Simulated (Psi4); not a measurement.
# SiNH4O (SMILES N[SiH]O): UTPSSh/6-311+G(d,p)

What is the vertical doublet–quartet gap of SiNH4O at UTPSSh/6-311+G**? 

Program for the calculation: Psi4 1.11.

6 further runs of the same task are left out: 4 that didn't finish, 2 set aside as unsound or not needed. Runs told in other sessions of the task aren't counted.

### 1 The molecule

SiNH4O: 7 atoms, total charge 0, spin state doublet. SMILES: `N[SiH]O`. The coordinates come from a PBE0-D4/def2-TZVP relaxation. This is one conformer, not always the lowest.

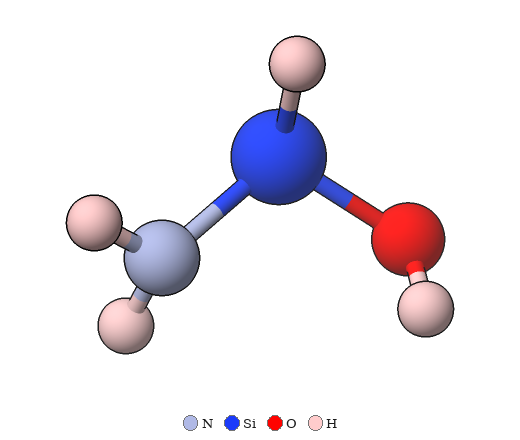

Viewed from a chosen angle; nitrogen light blue, silicon blue, oxygen red, hydrogen pink.

### 2 A single-point energy at UTPSSh/6-311+G(d,p)

File job.in:

```
memory 2.2 GB

molecule mol {
  0 2
  N     -0.694900     0.548300    -0.575200
  Si     0.293100     0.159000     0.781300
  O      1.622900    -0.672400     0.270300
  H     -0.355900     1.168100    -1.294800
  H     -1.685800     0.673200    -0.432900
  H     -0.599100    -0.661900     1.664700
  H      1.480900    -1.282400    -0.459000
  symmetry c1
  no_reorient
  no_com
}

set {
  basis 6-311+G**
  reference uks
  puream true
  e_convergence 1e-09
  d_convergence 1e-08
  scf_type pk
  dft_radial_points 99
  dft_spherical_points 590
  maxiter 100
}

energy_value, wavefunction = energy("tpssh", return_wfn=True)
oeprop(wavefunction, "MULLIKEN_CHARGES", "QUADRUPOLE", "MAYER_INDICES", title="TPSSH")
```

On the command line:

```bash
$ psi4 job.in job.out -n 1
```

job.out:

```text
[...]
  Running in c1 symmetry.
[...]
  Nuclear repulsion =  111.033668793337768
[...]
  Multiplicity = 2
[...]
  Nalpha       = 17
  Nbeta        = 16
[...]
    Number of basis functions: 98
[...]
   @UKS iter   1:  -421.46782467420934   -7.27538e-02   1.17042e-02 DIIS/ADIIS
[...]
   @UKS iter  13:  -421.95815038619463   -7.56017e-12   8.35789e-09 DIIS
[...]
   @S^2 Observed:                7.520443124E-01
[...]
  @UKS Final Energy:  -421.95815038619463
   => Energetics <=
    Nuclear Repulsion Energy =            111.0336687933377675
    One-Electron Energy =                -802.5844952848261755
    Two-Electron Energy =                 303.9439844841351714
    DFT Exchange-Correlation Energy =     -34.3513083788414662
    Empirical Dispersion Energy =           0.0000000000000000
    VV10 Nonlocal Energy =                  0.0000000000000000
    Total Energy =                       -421.9581503861946317
  UHF NO Occupations:
  HONO-2 :   15  A 1.9998509
  HONO-1 :   16  A 1.9992692
[...]
 Multipole Moments:
 ------------------------------------------------------------------------------------
     Multipole            Electronic (a.u.)      Nuclear  (a.u.)        Total (a.u.)
 ------------------------------------------------------------------------------------
 L = 1.  Multiply by 2.5417464519 to convert [e a0] to [Debye]
 Dipole X            :        -21.5976646           20.9049063           -0.6927583
 Dipole Y            :         -0.9317257            1.0996316            0.1679059
 Dipole Z            :        -16.8062770           16.1613158           -0.6449612
 Magnitude           :                                                    0.9612916
 L = 2.  Multiply by 1.3450342976 to convert [e a0^2] to [Debye ang]
 Quadrupole XX       :       -132.3200661          111.3240749          -20.9959913
 Quadrupole XY       :         48.0781593          -49.2725811           -1.1944219
[...]
  Mulliken Charges: (a.u.)
   Center  Symbol    Alpha    Beta     Spin     Total
       1     N     3.90892  3.85840  0.05052 -0.76732
       2    SI     7.20056  6.27237  0.92819  0.52706
       3     O     4.18331  4.26396 -0.08065 -0.44727
       4     H     0.36246  0.36535 -0.00289  0.27218
       5     H     0.36309  0.36575 -0.00266  0.27116
       6     H     0.60396  0.52464  0.07932 -0.12861
       7     H     0.37770  0.34952  0.02818  0.27279
   Total alpha = 17.00000, Total beta = 16.00000, Total charge =  0.00000
  Mayer Bond Indices:
[...]
```

Wall time 50 s (1 thread of Intel Xeon 6975P-C (Granite Rapids), shared host); peak memory 1.1 GiB.

### 3 The quartet: energy and gradient at UTPSSh/6-311+G(d,p)

File job.dat:

```
memory 2200 MB

molecule system {
  0 4
  N     -0.694900     0.548300    -0.575200
  Si     0.293100     0.159000     0.781300
  O      1.622900    -0.672400     0.270300
  H     -0.355900     1.168100    -1.294800
  H     -1.685800     0.673200    -0.432900
  H     -0.599100    -0.661900     1.664700
  H      1.480900    -1.282400    -0.459000
  units angstrom
  symmetry c1
  no_reorient
  no_com
}

set {
  reference            uks
  puream               true
  e_convergence        1e-09
  d_convergence        1e-08
  scf_type             pk
  dft_radial_points    99
  dft_spherical_points 590
  maxiter              100
}

energy_value, wavefunction = gradient('tpssh/6-311+G**', return_wfn=True)
oeprop(wavefunction, 'DIPOLE', 'MAYER_INDICES', 'WIBERG_LOWDIN_INDICES')
```

On the command line:

```bash
$ psi4 job.dat job.out -n 1
```

job.out, cut to the lines that bear on the results:

```text
[...]
  Running in c1 symmetry.
[...]
  Nuclear repulsion =  111.033668793337768
[...]
  Multiplicity = 4
[...]
  Nalpha       = 18
  Nbeta        = 15
[...]
    Number of basis functions: 98
[...]
   @UKS iter   1:  -421.21365542373303    1.81415e-01   1.11490e-02 ADIIS/DIIS
[...]
   @UKS iter  19:  -421.72344142028953   -8.86757e-12   9.38903e-09 DIIS
[...]
   @S^2 Observed:                3.754998569E+00
[...]
  @UKS Final Energy:  -421.72344142028953
   => Energetics <=
    Nuclear Repulsion Energy =            111.0336687933377675
    One-Electron Energy =                -800.1111936298020737
    Two-Electron Energy =                 301.5962258641468452
    DFT Exchange-Correlation Energy =     -34.2421424479720358
    Empirical Dispersion Energy =           0.0000000000000000
    VV10 Nonlocal Energy =                  0.0000000000000000
    Total Energy =                       -421.7234414202895323
  UHF NO Occupations:
  HONO-2 :   16  A 1.0000000
  HONO-1 :   17  A 1.0000000
[...]
  -Total Gradient:
     Atom            X                  Y                   Z
    ------   -----------------  -----------------  -----------------
       1        0.016300933582    -0.007158852557     0.023137486018
       2       -0.042077815582     0.015623791700    -0.065225155883
       3        0.000566001346     0.005678242036    -0.000632969299
       4       -0.014530095228    -0.020450832896     0.031810617619
       5        0.046348288320     0.006565193374     0.002825502008
       6       -0.001160811401    -0.004447178669     0.001173515571
       7       -0.005459213566     0.004207093422     0.006910916145
[...]
 Multipole Moments:
 ------------------------------------------------------------------------------------
     Multipole            Electronic (a.u.)      Nuclear  (a.u.)        Total (a.u.)
 ------------------------------------------------------------------------------------
 L = 1.  Multiply by 2.5417464519 to convert [e a0] to [Debye]
 Dipole X            :        -21.0398721           20.9049063           -0.1349658
 Dipole Y            :         -1.4424008            1.0996316           -0.3427692
 Dipole Z            :        -16.1464013           16.1613158            0.0149145
 Magnitude           :                                                    0.3686854
[...]
```

It took 72 s on 1 thread of Intel Xeon 6975P-C (Granite Rapids), shared host; peak memory 1.1 GiB.

### 4 What came out

At UTPSSh/6-311+G**:

| quantity | value |
| --- | --- |
| doublet: total energy | -421.95815 Eh |
| doublet: dipole moment | 2.44 D |
| doublet: HOMO energy (highest over α and β) | -5.01 eV |
| doublet: LUMO energy (lowest over α and β) | -2.32 eV |
| doublet: ⟨S²⟩ | 0.752 |
| quartet: total energy | -421.72344 Eh |
| quartet: dipole moment | 0.94 D |
| quartet: HOMO energy (highest over α and β) | -2.27 eV |
| quartet: ⟨S²⟩ | 3.755 |
| quartet: largest force on an atom | 4.071 eV/Å |
| vertical energy of the quartet above the doublet | 6.387 eV |

In words: At this shape the quartet lies 6.39 eV (616 kJ/mol) above the doublet. Mulliken charges (doublet) run from -0.77 on N1 to +0.53 on Si2; in a basis this large or diffuse they mean little.
